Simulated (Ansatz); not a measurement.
# Tl3Cd2Bi, from a guessed structure to a relaxed one, part 2 of 2

Starting from a made-up structure for Tl3Cd2Bi, the aim is the relaxed cell, its shortest contacts and, where a second run follows, its electronic structure.

Ansatz 0.2.0; DFT, PBE, plane-wave PAW, files of the set soft_1, scalar-relativistic, no spin, cell and ions relaxed at zero pressure; PAW set soft_1 (the session's first sound run).

So far: The starting structure; Relaxation of the guess. The relaxed cell has a = 6.316, c = 5.528 Å (conventional setting).

## (3) Bands of the relaxed cell

With the geometry fixed, one more self-consistent run, with a narrower smearing and the mesh shown in its input, gives the bands, and its pressure, and its forces where symmetry allows any, show how far the geometry depends on these settings.

This step: DFT, PBE, plane-wave PAW, files of the set soft_1, scalar-relativistic, no spin, bands and density of states at the relaxed cell; PAW set soft_1 (Ansatz 0.2.0).

input.yaml

```yaml
crystal:
  lattice:
    - [6.316403156, 0.0, 0.0]
    - [-3.158201578, 5.4701655936, 0.0]
    - [0.0, 0.0, 5.5275413009]
  atoms:
    - { symbol: Bi, position: [0.0, 0.0, 0.0] }
    - { symbol: Tl, position: [0.5, 0.0, 0.5] }
    - { symbol: Tl, position: [0.5, 0.5, 0.5] }
    - { symbol: Tl, position: [0.0, 0.5, 0.5] }
    - { symbol: Cd, position: [0.6666666667, 0.3333333333, 0.0] }
    - { symbol: Cd, position: [0.3333333333, 0.6666666667, 0.0] }
kpoints:
  mp_grid: { grid: [6, 6, 6] }
  band_path:
    path:
      - [[0.0, 0.0, 0.0], [0.5, 0.0, 0.0], [0.33333333, 0.33333333, 0.0], [0.0, 0.0, 0.0], [0.0, 0.0, 0.5], [0.5, 0.0, 0.5], [0.33333333, 0.33333333, 0.5], [0.0, 0.0, 0.5]]
      - [[0.5, 0.0, 0.5], [0.5, 0.0, 0.0]]
      - [[0.33333333, 0.33333333, 0.0], [0.33333333, 0.33333333, 0.5]]
    npoints: 8
scf:
  occupations: { method: fermi_dirac, width: 0.03 }
  n_extra_bands: 10
hamiltonian:
  xc: pbe
  pseudopotentials: { kind: paw, azcp: { folder: soft_1 } }
output:
  forces: true
  stress: true
  write_bands: true
  dos: { projected: true }
  write_density: true
  write_potential: true
  elf: true
  volumetric_format: npy
```

Launch:

```
> ansatz run input.yaml --threads 4 --pin off --max-ram 10240MiB --backend cpu --events-out ev --progress --plain --runs-dir out
```

Numbers of over 12 decimals in the logs are rounded to 6 here.

The log of the run:

```text
[...]
Crystal: 6 atoms, lattice volume = 190.986 Å³
Basis set: ecut = 420 eV, 3715 PW (Γ), exchange–correlation on 90×90×80 points (8 copies of the dense FFT grid, shifted against one another)
Bands: 57, of which v1, the nominal top of the filled ones, is band 47 counted from 1 (46 counted from 0)
Symmetry: 24 space group operations
[...]
k-points: 28 of 216
[...]
SCF iter   1: F=—  HF=-63246.961559 eV  |F-HF|=—  |Δ(HF+E_count)|=         —  Δρ=2.20e-2  dr2=4.09e0  ethr=3.10e-3  ⟨swp⟩=7.0  Hψ=5835  notcnv=0
[...]
SCF iter   8: F=-63246.067876 eV  HF=-63246.067876 eV  |F-HF|=4.18e-9  |Δ(HF+E_count)|=   9.20e-8  Δρ=3.73e-6  dr2=2.21e-8  ethr=1.06e-10  ⟨swp⟩=14.6  Hψ=11844  notcnv=0
SCF 1 converged in 8 iterations: F = -63246.067876 eV  dr2 = 2.21e-8
[...]
NSCF: frozen V_eff on 75 k-points
SCF converged after 8 iterations
Free energy (F): -63246.067876 eV
[...]
Internal energy: -63246.057655 eV  (E = F + TS)
E sigma→0 (E₀):  -63246.062766 eV
Entropy (-TS):   -0.010221 eV (-1.703 meV/atom)
Fermi energy:    9.319932 eV
[...]
--- Stress (GPa, compression-positive) ---
        0.212159       0.000000       0.000000
        0.000000       0.212159       0.000000
        0.000000       0.000000      -0.347822
  P = ⅓ Tr σ = 0.0255 GPa (0.255 kbar)
--- Band table (eV; the first three rows and the last of 28) ---
  k-point 0: bands = [... 43 lower, 6.9612, 7.4088, 7.4088, 7.5598, 10.3042, 10.8477, 10.8477, 11.0096, ... 6 higher]
  k-point 1: bands = [... 43 lower, 6.1022, 7.5547, 7.5547, 8.7307, 10.2019, 10.3262, 10.4565, 10.4565, ... 6 higher]
  k-point 2: bands = [... 43 lower, 6.3611, 7.9639, 7.9639, 9.0413, 9.1352, 9.5136, 9.5136, 9.6554, ... 6 higher]
  k-point 27: bands = [... 43 lower, 5.0597, 8.3799, 9.2347, 9.8517, 9.8517, 10.3312, 10.3312, 12.7714, ... 6 higher]
```

Elapsed: 11 s, on 4 threads of Arm Neoverse V1, shared host; peak memory 0.84 GiB.

Numbers from this step:

```
free energy             : -63246.0679 eV
energy at zero smearing : -63246.0628 eV
smearing term TS        : 0.01022 eV
Fermi energy            : 9.320 eV
pressure                : 0.02550 GPa
```

From bands.tsv, the bands that come nearest the Fermi level along the path, at its corners, in eV from the Fermi level:

```tsv
point	band 44	band 45	band 46	band 47	band 48	band 49	band 50	band 51
Γ	-2.36	-1.91	-1.91	-1.76	0.98	1.53	1.53	1.69
M	-1.75	-0.88	-0.87	-0.72	0.05	1.15	1.27	2.47
K	-1.87	-0.38	-0.36	-0.36	-0.31	-0.31	1.23	2.46
Γ	-2.36	-1.91	-1.91	-1.76	0.98	1.53	1.53	1.69
A	-2.77	-0.94	-0.94	-0.67	-0.37	-0.24	-0.24	-0.24
L	-3.00	-2.07	-2.01	0.84	1.29	2.32	2.43	2.75
H	-4.26	-0.94	-0.09	0.53	0.53	1.01	1.01	3.45
A	-2.77	-0.94	-0.94	-0.67	-0.37	-0.24	-0.24	-0.24
L	-3.00	-2.07	-2.01	0.84	1.29	2.32	2.43	2.75
M	-1.75	-0.88	-0.87	-0.72	0.05	1.15	1.27	2.47
K	-1.87	-0.38	-0.36	-0.36	-0.31	-0.31	1.23	2.46
H	-4.26	-0.94	-0.09	0.53	0.53	1.01	1.01	3.45
```

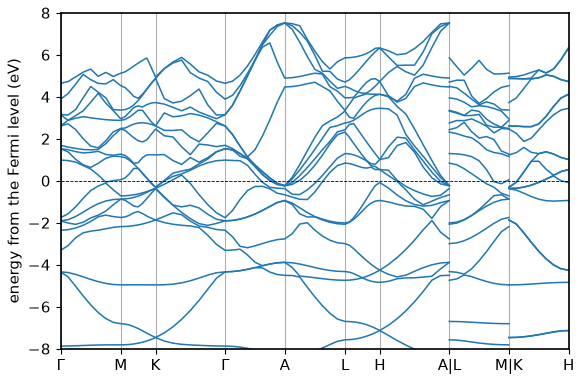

Bands along the path. 39 bands lie wholly below the window drawn.

States per cell as run, both spins, in windows of 1 eV, from dos.tsv (zero at the Fermi level):

```
from  to  total
  -8  -7   1.89
  -7  -6   1.27
  -6  -5   0.48
  -5  -4   2.91
  -4  -3   1.02
  -3  -2   1.71
  -2  -1   3.65
  -1   0   2.80
   0   1   3.47
   1   2   3.53
   2   3   3.50
   3   4   2.58
```

Below -8 eV lie 78.2 more states.

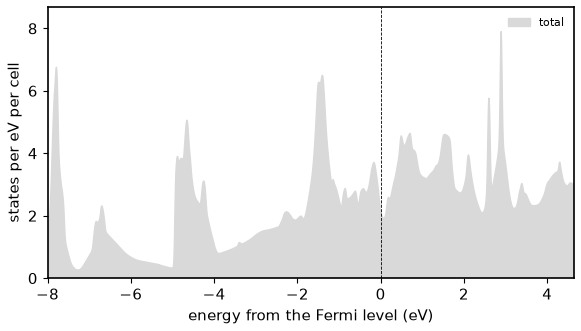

Total density of states, smoothed over about 0.04 eV.

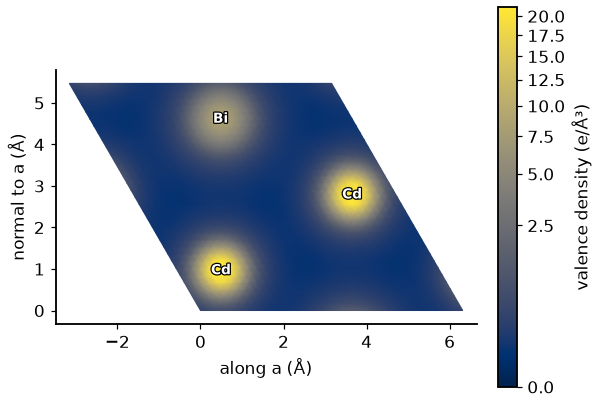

Valence density in the ab plane at fractional z = 0.000, with atoms of Bi and Cd within 0.2 Å of it. It is the smooth field of the valence electrons, not physical close to the nuclei. The map starts off the cell's origin, so that atoms lie inside it. The colour scale is stretched toward low values.

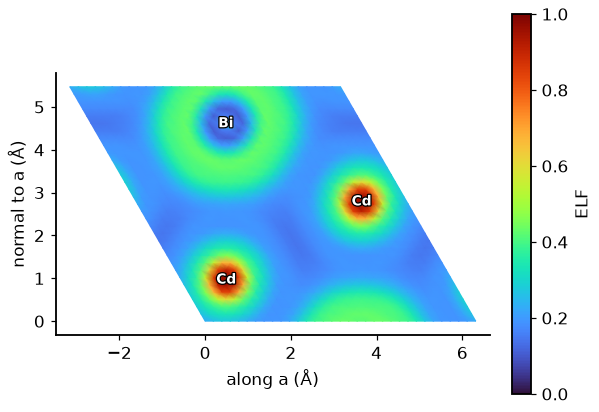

ELF in the ab plane at fractional z = 0.000, with atoms of Bi and Cd within 0.2 Å of it. It is the smooth field of the valence electrons, not physical close to the nuclei. The map starts off the cell's origin, so that atoms lie inside it.

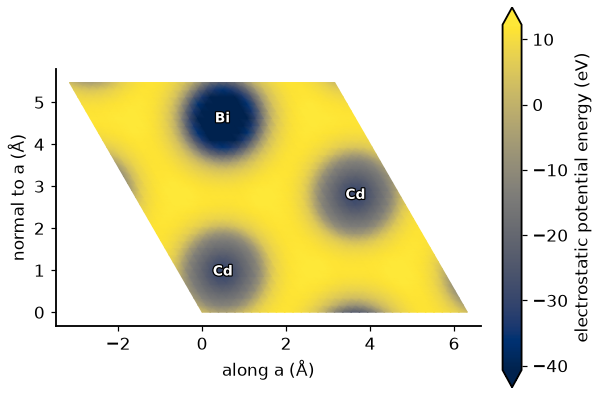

Electrostatic potential energy in the ab plane at fractional z = 0.000, with atoms of Bi and Cd within 0.2 Å of it. With pseudopotentials it is smooth inside the atoms' cores, unlike the true potential. The map starts off the cell's origin, so that atoms lie inside it.

## (4) Results

```json
{
 "space group, relaxed": "P6/mmm",
 "conventional cell": "a = 6.316, b = 6.316, c = 5.528 Å; α = 90.0°, β = 90.0°, γ = 120.0°",
 "volume per atom": "31.83 Å³ (guess 26.97)"
}
```

What this shows: Tl3Cd2Bi relaxes to P6/mmm with a = 6.316, b = 6.316 and c = 5.528 Å. The guessed volume was 15 % too small. The space group P6/mmm was held in the relaxation, so the end point is a stationary structure within it and may be a saddle against distortions or other arrangements. Bands cross the Fermi level, so it is a metal or semimetal at this level. On the 6×6×6 mesh with the narrower smearing (relaxed on 5×5×6) the forces vanish, as symmetry may demand, and the largest stress component is 0.348 GPa, against the relaxation's thresholds of 0.015 eV/Å and 0.05 GPa. The cutoff wasn't tested. A vector of the cell changed its length by 19 %, more than the volume shows. Spin-orbit coupling is left out, which can matter for elements this heavy. No dispersion term is used, so weakly bound directions may come out too long. Nothing here tests whether the compound is stable against decomposition.

[Logs are printed without paths, hosts, clocks, repeated set-up lines and the standing remarks that a program may print on its own settings, such as how far it seeks lower states.]

[Hosts, paths, dates, database ids (printed as entryN), source tags and the programs' standing remarks are cut or masked in the printed files.]
